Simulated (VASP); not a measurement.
Band structure of ZnF$_{2}$ (space group P4_2/mnm). Computed with PBE GGA, VASP's PBE PAW potentials (set 64) (plane waves; VASP 6.6.1).

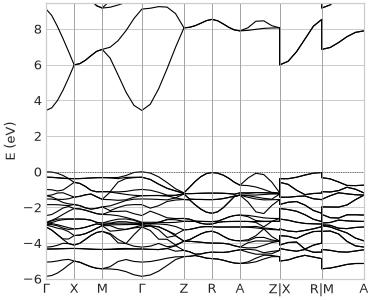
Bands along high-symmetry lines, zero at the valence-band maximum or, without a gap, the Fermi level

Q: Read the plot: is there a gap, and where are the band edges?

A: The gap is direct, 3.43 eV, from the valence maximum at Γ to the conduction minimum at Γ.

The structure comes from a computed database's ZnF2 entry; how it stands against other phases isn't given here. The cell was not relaxed at this level.
